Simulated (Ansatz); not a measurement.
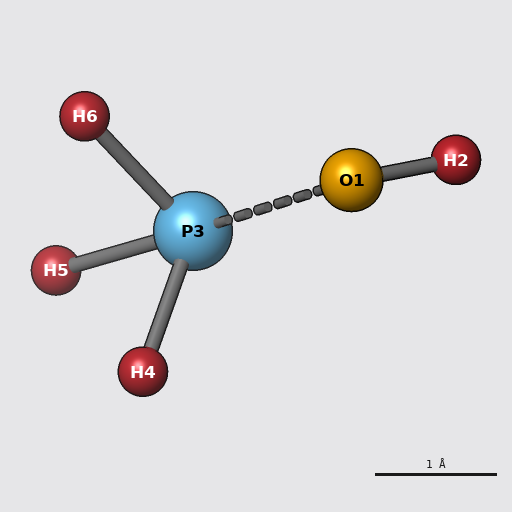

Two molecules or ions; the broken line marks their closest contact (measured against van der Waals radii). The species has charge −1 and is a spin singlet. Geometry: a pair of rigid molecules at a changed separation. Program: Ansatz 0.2.0.

> Which two species are they?

HO and PH3 (`P.[OH-]`).

> How long is the contact?

O1···P3 is 2.25 Å.

Give the counterpoise-corrected interaction energy (kcal/mol, monomers kept as in the pair) with RHF-CCSD(T) (frozen core)/def2-TZVPPD; PBE-D4/def2-TZVPPD; r2SCAN-D4/def2-TZVPPD; ωB97M-V/def2-TZVPPD.

| level | interaction energy (kcal/mol) |
| --- | --- |
| RHF-CCSD(T) (frozen core)/def2-TZVPPD | −18.2 |
| PBE-D4/def2-TZVPPD | −23.3 |
| r2SCAN-D4/def2-TZVPPD | −23.4 |
| ωB97M-V/def2-TZVPPD | −21.1 |
